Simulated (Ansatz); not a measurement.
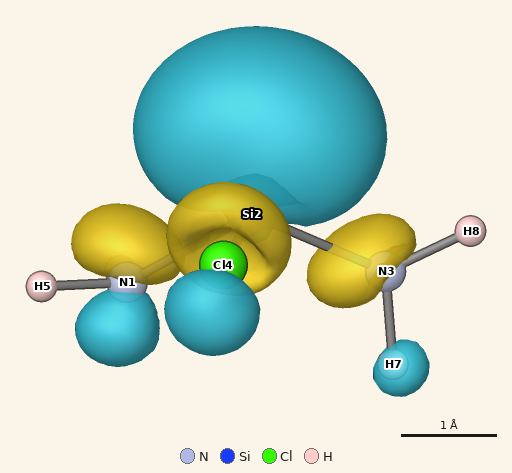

The picture shows: ClH4N2Si (SMILES N[Si](N)Cl) (doublet). The LUMO (β) at ±0.15 Å⁻³ᐟ² (yellow and cyan are the two phases), seen from one side.

Geometry: PBE0-D4/def2-TZVP.

Computed with Ansatz 0.2.0, UKS PBE0-D4/def2-TZVPP.

The calculation's input:

```
crystal:
  periodic: [false, false, false]
  atoms:
    - {symbol: N, position_ang: [-0.420041, 1.280459, -0.237477]}
    - {symbol: Si, position_ang: [-0.619286, -0.407425, -0.036979]}
    - {symbol: N, position_ang: [0.759000, -0.946219, 0.807121]}
    - {symbol: Cl, position_ang: [-0.872622, -1.122063, -1.981516]}
    - {symbol: H, position_ang: [-0.936364, 1.763173, -0.955223]}
    - {symbol: H, position_ang: [-0.280403, 1.856141, 0.578251]}
    - {symbol: H, position_ang: [1.678284, -0.618601, 0.548011]}
    - {symbol: H, position_ang: [0.783531, -1.862667, 1.221812]}
basis:
  gaussian: {orbitals: def2-TZVPP}
magnetization: {spin_polarized: true, initial_magnetization: 1}
hamiltonian: {xc: pbe0, dispersion: d4}
output: {orbitals: {seedname: orbitals}}
```

Run with:

```sh
ansatz run in.yaml --threads 4 --pin off --events-out ev --progress --plain --max-ram 10444MiB
```

### What is the character of this orbital?

Its weight (Hirshfeld) is mainly on Si2 (about 65 %), Cl4 (about 15 %), N1 (about 10 %) and N3 (about 5 %). Its energy is −1.86 eV.
